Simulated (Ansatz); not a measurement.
# Al2H2 (triplet): one geometry, many settings at distance Al1–H3 = 2.164 Å

Aim: run Al2H2 (triplet) at one geometry under a spread of methods and options, and see what each costs and gives.

Program: Ansatz 0.2.0, Gaussian basis. Level of theory: the settings change from run to run. These are calculated values, not measurements.

17 further runs of the same task are left out: 15 that didn't finish, 2 set aside as unsound or not needed.

**1. The system**

The geometry derives from a PBE0/def2-TZVP stationary point (not a proven minimum). One bond is set to the value named and the two fragments are kept rigid.

4 atoms, charge 0, spin multiplicity 3.

Atoms are counted from 1 here; the program's logs count them from 0.

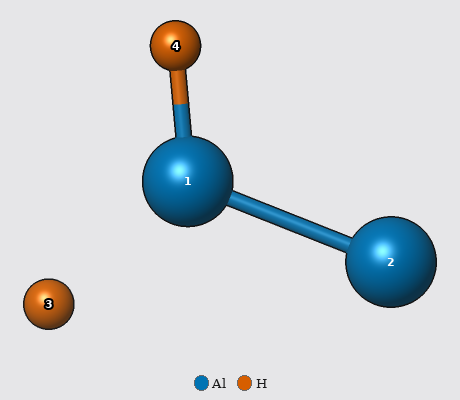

The structure; aluminium blue, hydrogen orange; atoms are numbered from 1 in the order of the file.

As a file:

```xyz
4
charge 0, multiplicity 3
Al    0.0000   -0.0092   -1.1963
Al    0.0000   -0.0092    1.3488
H     0.0000    1.9228   -2.1709
H     0.0000   -1.4276   -1.9118
```

**2. CASCI(4,3)/STO-3G**

File in.yaml:

```yaml
crystal:
  periodic: [false, false, false]
  atoms:
    - {symbol: Al, position_ang: [0.000000, -0.009249, -1.196292]}
    - {symbol: Al, position_ang: [0.000000, -0.009249, 1.348808]}
    - {symbol: H, position_ang: [0.000000, 1.922846, -2.170921]}
    - {symbol: H, position_ang: [0.000000, -1.427649, -1.911792]}
basis:
  gaussian: {orbitals: STO-3G}
magnetization: {spin_polarized: false, initial_magnetization: 2}
correlation: {active_space: {window: {electrons: 4, orbitals: 3}, fixed_orbitals: true}}
accuracy: high
```

Run with:

```sh
ansatz run in.yaml --threads 1 --pin off --events-out ev --progress --plain --max-ram 2393MiB
```

The log of the run:

```text
Functional definition: HF
  name "HF"
  cite "Fock, Z. Phys. 61, 126 (1930) doi:10.1007/BF01340294"
  parent pbe
  exchange = exact_x
  correlation = 0
336 factors; integrals over basis functions are off by at most 1.0e-8 eV
mean field evaluation 1: about -13028.8234 eV, gradient 1.1e1 eV
mean field evaluation 2: about -13028.8411 eV, gradient 1.1e1 eV
mean field evaluation 4: about -13030.8182 eV, gradient 1.8e0 eV
mean field evaluation 8: about -13031.1723 eV, gradient 4.8e-1 eV
mean field evaluation 16: about -13031.1951 eV, gradient 3.1e-8 eV
mean field evaluation 32: about -13030.9114 eV, gradient 4.0e0 eV
mean field evaluation 64: about -13030.9153 eV, gradient 3.1e-2 eV
mean field evaluation 96: about -13028.8235 eV, gradient 1.1e1 eV
mean field -13031.19510683 eV, -478.8875873149 hartree, gradient 3.1e-8 eV, S^2 2.000000; 9 other end points of the search recorded, 0 dependent functions left out
reference -13031.19510683 eV, -478.8875873149 hartree; 15, 13 occupied and 5, 7 virtual orbitals, 336 factors
state -13031.19510683 eV, -478.8875873149 hartree
Total energy: -13031.19510683 eV, -478.8875873149 hartree
```

It took 0.3 s on 1 thread of Intel Xeon 6975P-C, shared host.

From the report: 4 determinants; active occupations 2.00, 1.00, 1.00. With so small a space the active step adds no correlation: the energy is the mean field's.

**3. CASSCF(8,6)/6-31G**

in.yaml, as its differences from that of step 2:

```diff
@@ -8,5 +8,6 @@
 basis:
-  gaussian: {orbitals: STO-3G}
+  gaussian: {orbitals: 6-31G}
 magnetization: {spin_polarized: false, initial_magnetization: 2}
-correlation: {active_space: {window: {electrons: 4, orbitals: 3}, fixed_orbitals: true}}
-accuracy: high
+correlation: {active_space: {window: {electrons: 8, orbitals: 6}}}
+scf: {lower_state_search: full}
+output: {forces: true}
```

Same command.

The log of the run (excerpt; [...] marks lines left out):

```text
Functional definition: HF
  name "HF"
  cite "Fock, Z. Phys. 61, 126 (1930) doi:10.1007/BF01340294"
  parent pbe
[...]
340 factors; integrals over basis functions are off by at most 1.5e-4 eV
[...]
mean field -13192.97226539 eV, -484.8327882354 hartree, gradient 2.1e-6 eV, S^2 2.000000; 11 other end points of the search recorded, 0 dependent functions left out
reference -13192.97226539 eV, -484.8327882354 hartree; 15, 13 occupied and 15, 17 virtual orbitals, 340 factors
state -13193.68853776 eV, -484.8591107594 hartree
[...]
Total energy: -13193.68853776 eV, -484.8591107594 hartree
Atom 0 at     0.000000    -0.009249    -1.196292 Å, force     0.000000     2.039188    -0.716798 eV/Å
Atom 1 at     0.000000    -0.009249     1.348808 Å, force    -0.000000     0.049884     0.027806 eV/Å
Atom 2 at     0.000000     1.922846    -2.170921 Å, force     0.000000    -2.003439     0.930640 eV/Å
Atom 3 at     0.000000    -1.427649    -1.911792 Å, force    -0.000000    -0.085633    -0.241648 eV/Å
Dipole moment:    -0.000000    -0.122498     0.247656 e Å
```

Run time: 0.78 s. Hardware: 1 thread of Intel Xeon 6975P-C, shared host.

From the report: 225 determinants; active occupations 2.00, 2.00, 1.92, 1.00, 1.00, 0.08.

**4. NEVPT4(SD)(2,3)/6-31G**

in.yaml, as its differences from that of step 3:

```diff
@@ -10,4 +10,3 @@
 magnetization: {spin_polarized: false, initial_magnetization: 2}
-correlation: {active_space: {window: {electrons: 8, orbitals: 6}}}
-scf: {lower_state_search: full}
-output: {forces: true}
+correlation: {method: fic_nevpt4_sd, electrons: all, active_space: {window: {electrons: 2, orbitals: 3}, states: [{multiplicity: 3, weights: [1, 1]}], root: 0}}
+scf: {lower_state_search: light}
```

Launched as before.

The log of the run (excerpt; [...] marks lines left out):

```text
Functional definition: HF
  name "HF"
  cite "Fock, Z. Phys. 61, 126 (1930) doi:10.1007/BF01340294"
  parent pbe
[...]
610 factors; integrals over basis functions are off by at most 1.4e-7 eV
[...]
mean field -13192.97234758 eV, -484.8327912559 hartree, gradient 2.2e-6 eV, S^2 2.000000; 6 other end points of the search recorded, 0 dependent functions left out
reference -13192.97234758 eV, -484.8327912559 hartree; 15, 13 occupied and 15, 17 virtual orbitals, 610 factors
state -13192.96128993 eV, -484.8323848948 hartree
state -13192.50017495 eV, -484.8154392316 hartree
state -13192.96128993 eV, -484.8323848948 hartree; corrected -13195.43021196 eV, -484.9231161056 hartree
state -13192.50017495 eV, -484.8154392316 hartree; corrected -13194.82251298 eV, -484.9007835801 hartree
Total energy: -13195.43021196 eV, -484.9231161056 hartree
```

Wall time 0.87 s (1 thread of Intel Xeon 6975P-C, shared host).

From the report: 4 determinants; active occupations (of the averaged states) 1.00, 0.50, 0.50.

**5. CCSD(T) on ROHF/6-31G**

in.yaml, as its differences from that of step 4:

```diff
@@ -10,3 +10,4 @@
 magnetization: {spin_polarized: false, initial_magnetization: 2}
-correlation: {method: fic_nevpt4_sd, electrons: all, active_space: {window: {electrons: 2, orbitals: 3}, states: [{multiplicity: 3, weights: [1, 1]}], root: 0}}
-scf: {lower_state_search: light}
+correlation: {method: ccsd_t, electrons: outside_noble_gas}
+accuracy: high
+output: {forces: true}
```

Same command.

The log of the run (excerpt; [...] marks lines left out):

```text
Functional definition: HF
  name "HF"
  cite "Fock, Z. Phys. 61, 126 (1930) doi:10.1007/BF01340294"
  parent pbe
[...]
658 factors; integrals over basis functions are off by at most 3.7e-9 eV
[...]
mean field -13192.97234763 eV, -484.8327912574 hartree, gradient 1.3e-8 eV, S^2 2.000000; 9 other end points of the search recorded, 0 dependent functions left out
[...]
determinant -13192.97234763 eV, -484.8327912574 hartree, with singles and doubles -13195.43123736 eV, -484.9231537883 hartree
determinant -13192.50898907 eV, -484.8157631444 hartree, with singles and doubles -13194.75232366 eV, -484.8982041702 hartree
determinant -13190.78218473 eV, -484.7523042557 hartree, with singles and doubles -13193.57347199 eV, -484.8548821704 hartree
determinant -13190.15736472 eV, -484.7293425435 hartree, with singles and doubles -13193.04275549 eV, -484.8353786987 hartree
[...]
10 core orbitals not correlated: weight in the atoms' cores, before any rotation towards them, 1.000 or more for the frozen orbitals, at most 0.000 for the correlated occupied ones
reference -13192.97234763 eV, -484.8327912574 hartree; 5, 3 occupied and 15, 17 virtual orbitals, 658 factors
second order -1.57792657 eV of doubles, -0.02037571 eV of singles
cycle   1  -2.45820309 eV  change    6.9e-4 eV  update   1.4e-3
[...]
cycle  24  -2.45759252 eV  change   4.0e-10 eV  update  4.4e-10
perturbative correction -0.06896041 eV, -0.0025342485 hartree
[...]
Total energy: -13195.49890056 eV, -484.9256403653 hartree
Atom 0 at     0.000000    -0.009249    -1.196292 Å, force    -0.000000     2.323621    -0.998336 eV/Å
Atom 1 at     0.000000    -0.009249     1.348808 Å, force     0.000000     0.056439     0.351321 eV/Å
Atom 2 at     0.000000     1.922846    -2.170921 Å, force    -0.000000    -1.947898     0.975695 eV/Å
Atom 3 at     0.000000    -1.427649    -1.911792 Å, force     0.000000    -0.432163    -0.328679 eV/Å
Dipole moment:     0.000000    -0.144145     0.423919 e Å
```

It took 2.3 s on 1 thread of Intel Xeon 6975P-C, shared host.

From the report: correlation -2.5266 eV; T1 0.049; largest double amplitude 0.07.

**6. CCSDT(Q) on ROHF/6-31G**

in.yaml, as its differences from that of step 5:

```diff
@@ -10,4 +10,3 @@
 magnetization: {spin_polarized: false, initial_magnetization: 2}
-correlation: {method: ccsd_t, electrons: outside_noble_gas}
+correlation: {method: ccsdt_q, electrons: outside_noble_gas}
 accuracy: high
-output: {forces: true}
```

Launched as before.

The log of the run (excerpt; [...] marks lines left out):

```text
Functional definition: HF
  name "HF"
  cite "Fock, Z. Phys. 61, 126 (1930) doi:10.1007/BF01340294"
  parent pbe
[...]
658 factors; integrals over basis functions are off by at most 3.7e-9 eV
[...]
mean field -13192.97234763 eV, -484.8327912574 hartree, gradient 1.3e-8 eV, S^2 2.000000; 9 other end points of the search recorded, 0 dependent functions left out
[...]
determinant -13192.97234763 eV, -484.8327912574 hartree, with singles and doubles -13195.43123736 eV, -484.9231537883 hartree
determinant -13192.50898907 eV, -484.8157631444 hartree, with singles and doubles -13194.75232366 eV, -484.8982041702 hartree
determinant -13190.78218473 eV, -484.7523042557 hartree, with singles and doubles -13193.57347199 eV, -484.8548821704 hartree
determinant -13190.15736472 eV, -484.7293425435 hartree, with singles and doubles -13193.04275549 eV, -484.8353786987 hartree
determinant -13189.55417387 eV, -484.7071756887 hartree, with singles and doubles -13192.88077767 eV, -484.8294261235 hartree
10 core orbitals not correlated: weight in the atoms' cores, before any rotation towards them, 1.000 or more for the frozen orbitals, at most 0.000 for the correlated occupied ones
reference -13192.97234763 eV, -484.8327912574 hartree; 5, 3 occupied and 15, 17 virtual orbitals, 658 factors
second order -1.57792657 eV of doubles, -0.02037571 eV of singles
cycle   1  -2.06382308 eV  change   -4.6e-1 eV  update   8.9e-2
[...]
cycle  33  -2.56279708 eV  change  -3.9e-10 eV  update  5.6e-10
perturbative correction -0.00431012 eV, -0.0001583942 hartree
Total energy: -13195.53945483 eV, -484.9271307070 hartree
```

Run time: 3.6 s. Hardware: 1 thread of Intel Xeon 6975P-C, shared host.

From the report: correlation -2.5671 eV; T1 0.055; largest double amplitude 0.08.

**7. CCSD(T) on ROHF/6-31G**

in.yaml, as its differences from that of step 6:

```diff
@@ -10,3 +10,3 @@
 magnetization: {spin_polarized: false, initial_magnetization: 2}
-correlation: {method: ccsdt_q, electrons: outside_noble_gas}
-accuracy: high
+correlation: {method: ccsd_t, electrons: outside_noble_gas}
+scf: {lower_state_search: off}
```

Launched as before.

The log of the run (excerpt; [...] marks lines left out):

```text
Functional definition: HF
  name "HF"
  cite "Fock, Z. Phys. 61, 126 (1930) doi:10.1007/BF01340294"
  parent pbe
[...]
340 factors; integrals over basis functions are off by at most 1.5e-4 eV
[...]
mean field -13192.97226539 eV, -484.8327882354 hartree, gradient 2.1e-6 eV, S^2 2.000000; 0 other end points of the search recorded, 0 dependent functions left out
10 core orbitals not correlated: weight in the atoms' cores, before any rotation towards them, 1.000 or more for the frozen orbitals, at most 0.000 for the correlated occupied ones
reference -13192.97226539 eV, -484.8327882354 hartree; 5, 3 occupied and 15, 17 virtual orbitals, 340 factors
second order -1.57789884 eV of doubles, -0.02037498 eV of singles
cycle   1  -2.06380975 eV  change   -4.6e-1 eV  update   8.6e-2
[...]
cycle  14  -2.45758879 eV  change   -1.6e-7 eV  update   3.9e-6
perturbative correction -0.06896074 eV, -0.0025342604 hartree
Total energy: -13195.49881492 eV, -484.9256372178 hartree
Checks for a lower state left out: stability, starts, cluster_reference, orbital_swaps, neighbouring_geometries, increment
```

Run time: 0.3 s. Hardware: 1 thread of Intel Xeon 6975P-C, shared host.

From the report: correlation -2.5265 eV; T1 0.049; largest double amplitude 0.07.

**8. CASCI(2,6)/6-31G**

in.yaml, as its differences from that of step 7:

```diff
@@ -10,3 +10,4 @@
 magnetization: {spin_polarized: false, initial_magnetization: 2}
-correlation: {method: ccsd_t, electrons: outside_noble_gas}
+correlation: {active_space: {window: {electrons: 2, orbitals: 6}, fixed_orbitals: true}}
 scf: {lower_state_search: off}
+output: {forces: true}
```

The command is unchanged.

The log of the run (excerpt; [...] marks lines left out):

```text
Functional definition: HF
  name "HF"
  cite "Fock, Z. Phys. 61, 126 (1930) doi:10.1007/BF01340294"
  parent pbe
[...]
340 factors; integrals over basis functions are off by at most 1.5e-4 eV
[...]
mean field -13192.97226539 eV, -484.8327882354 hartree, gradient 2.1e-6 eV, S^2 2.000000; 0 other end points of the search recorded, 0 dependent functions left out
reference -13192.97226539 eV, -484.8327882354 hartree; 15, 13 occupied and 15, 17 virtual orbitals, 340 factors
state -13192.99178605 eV, -484.8335056063 hartree
[...]
Total energy: -13192.99178605 eV, -484.8335056063 hartree
Atom 0 at     0.000000    -0.009249    -1.196292 Å, force    -0.000000     2.545757    -0.954447 eV/Å
Atom 1 at     0.000000    -0.009249     1.348808 Å, force    -0.000000     0.079470     0.010496 eV/Å
Atom 2 at     0.000000     1.922846    -2.170921 Å, force    -0.000000    -2.610203     1.222473 eV/Å
Atom 3 at     0.000000    -1.427649    -1.911792 Å, force    -0.000000    -0.015023    -0.278522 eV/Å
Dipole moment:     0.000000    -0.234640     0.350507 e Å
Checks for a lower state left out: starts, cluster_reference, orbital_swaps, neighbouring_geometries, increment
```

Run time: 0.27 s. Hardware: 1 thread of Intel Xeon 6975P-C, shared host.

From the report: 16 determinants; active occupations 1.00, 1.00, 0.00, 0.00, 0.00, 0.00.

**9. NEVPT2(4,4)/6-31G**

in.yaml, as its differences from that of step 8:

```diff
@@ -10,4 +10,3 @@
 magnetization: {spin_polarized: false, initial_magnetization: 2}
-correlation: {active_space: {window: {electrons: 2, orbitals: 6}, fixed_orbitals: true}}
-scf: {lower_state_search: off}
-output: {forces: true}
+correlation: {method: sc_nevpt2, electrons: outside_noble_gas, active_space: {window: {electrons: 4, orbitals: 4}}}
+scf: {lower_state_search: light}
```

Launched as before.

The log of the run (excerpt; [...] marks lines left out):

```text
Functional definition: HF
  name "HF"
  cite "Fock, Z. Phys. 61, 126 (1930) doi:10.1007/BF01340294"
  parent pbe
[...]
340 factors; integrals over basis functions are off by at most 1.5e-4 eV
[...]
mean field -13192.97226539 eV, -484.8327882354 hartree, gradient 2.1e-6 eV, S^2 2.000000; 6 other end points of the search recorded, 0 dependent functions left out
reference -13192.97226539 eV, -484.8327882354 hartree; 15, 13 occupied and 15, 17 virtual orbitals, 340 factors
state -13193.66447109 eV, -484.8582263257 hartree
state -13193.66447109 eV, -484.8582263257 hartree; corrected -13194.84685120 eV, -484.9016779931 hartree
state -13193.17381489 eV, -484.8401950427 hartree
state -13193.17381489 eV, -484.8401950427 hartree; corrected -13194.66098270 eV, -484.8948474519 hartree
state -13193.66447109 eV, -484.8582263257 hartree; corrected -13194.84685120 eV, -484.9016779931 hartree
Total energy: -13194.84685120 eV, -484.9016779931 hartree
```

Wall time 0.63 s (1 thread of Intel Xeon 6975P-C, shared host).

From the report: 18 determinants; active occupations 1.92, 1.00, 1.00, 0.08.

**10. HF/6-31G***

in.yaml, as its differences from that of step 9:

```diff
@@ -8,5 +8,5 @@
 basis:
-  gaussian: {orbitals: 6-31G}
+  gaussian: {orbitals: "6-31G*"}
 magnetization: {spin_polarized: false, initial_magnetization: 2}
-correlation: {method: sc_nevpt2, electrons: outside_noble_gas, active_space: {window: {electrons: 4, orbitals: 4}}}
-scf: {lower_state_search: light}
+hamiltonian: {xc: hf}
+output: {orbitals: {seedname: orbitals}}
```

Same command.

The log of the run:

```text
Functional definition: HF
  name "HF"
  cite "Fock, Z. Phys. 61, 126 (1930) doi:10.1007/BF01340294"
  parent pbe
  exchange = exact_x
  correlation = 0
394 factors; integrals over basis functions are off by at most 1.2e-3 eV
mean field evaluation 1: about -13192.3109 eV, gradient 7.9e0 eV
mean field evaluation 2: about -13192.3240 eV, gradient 7.9e0 eV
mean field evaluation 4: about -13193.4278 eV, gradient 1.4e0 eV
mean field evaluation 8: about -13193.5461 eV, gradient 3.8e-1 eV
mean field evaluation 16: about -13156.2959 eV, gradient 8.7e1 eV
mean field evaluation 32: about -13193.1082 eV, gradient 1.1e0 eV
mean field evaluation 64: about -13184.5272 eV, gradient 1.2e1 eV
mean field evaluation 96: about -13192.3109 eV, gradient 7.9e0 eV
mean field -13193.56674907 eV, -484.8546351075 hartree, gradient 2.2e-5 eV, S^2 2.000000; 4 other end points of the search recorded, 0 dependent functions left out
reference -13193.56674907 eV, -484.8546351075 hartree; 15, 13 occupied and 27, 29 virtual orbitals, 394 factors
Total energy: -13193.56674907 eV, -484.8546351075 hartree
```

It took 0.45 s on 1 thread of Intel Xeon 6975P-C, shared host.

**11. The runs in one table**

Where basis and cores are those of an earlier FCI/6-31G run (-13195.5414 eV), and the state is the same kind, the miss against it is given.

| level | correlated | functions | energy (eV) | from FCI (meV) | time |
| --- | --- | --- | --- | --- | --- |
| CASCI(4,3)/STO-3G |  | 20 | -13031.1951 |  | 0.3 s |
| CASSCF(8,6)/6-31G |  | 30 | -13193.6885 | 1852.8 | 0.78 s |
| NEVPT4(SD)(2,3)/6-31G (lowest root of an average) | all | 30 | -13195.4302 |  | 0.87 s |
| CCSD(T) on ROHF/6-31G | outside noble gas | 30 | -13195.4989 | 42.5 | 2.3 s |
| CCSDT(Q) on ROHF/6-31G | outside noble gas | 30 | -13195.5395 | 1.9 | 3.6 s |
| CCSD(T) on ROHF/6-31G | outside noble gas | 30 | -13195.4988 | 42.6 | 0.3 s |
| CASCI(2,6)/6-31G |  | 30 | -13192.9918 | 2549.6 | 0.27 s |
| NEVPT2(4,4)/6-31G | outside noble gas | 30 | -13194.8469 | 694.5 | 0.63 s |
| HF/6-31G* |  | 42 | -13193.5667 |  | 0.45 s |

**12. What came out**

```
quantity                          value
    runs                              9
quickest       CASCI(2,6)/6-31G, 0.27 s
 slowest  CCSDT(Q) on ROHF/6-31G, 3.6 s
```

Total energies in different bases, with other cores or another treatment of relativity can't be set against each other. CCSDT(Q) on ROHF/6-31G took 13 times as long as CASCI(2,6)/6-31G; the jobs differ in more than the method. Among the correlated runs with a miss given, it spans +2 to +695 meV. Hartree-Fock, CASSCF and CASCI lack dynamic correlation by design.
